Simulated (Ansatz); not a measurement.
All values below come from PBE (plane waves to 420 eV, PAW; Ansatz, a program for electronic structure).

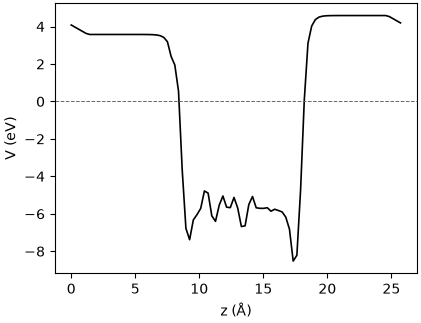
Figure. Electrostatic potential energy of an electron, averaged over planes parallel to the surface, in eV from the Fermi level, for the (001) surface of zinc-blende GaN (a metastable polymorph), (2x2) full plane of buckled N dimers (bottom of the slab: anion dimers, one H a dimer)

Model: 38-atom slab, 10.0 Å thick at the start with caps and adatoms (thin: gaps and levels are the slab's own), 4x4x1 mesh, Fermi-Dirac 0.025 eV, dipole correction, 8 atoms held, the rest relaxed; no symmetry held; no spin (no spin-polarised run to compare, though such a face may carry moments), no spin-orbit, no U. The slab shows no gap over 0.04 eV on its mesh. It is one candidate, not shown to be the stable structure of the face.

### Question
The surface cell has an area of 41.38 Å². What dipole along the normal does the step between the two vacuum levels imply?

### Answer
the top vacuum level lies 1.01 eV above the bottom one; p = −ε₀ A ΔV (ε₀ = 0.005526 e/(V·Å)) gives -0.23 e·Å a cell.
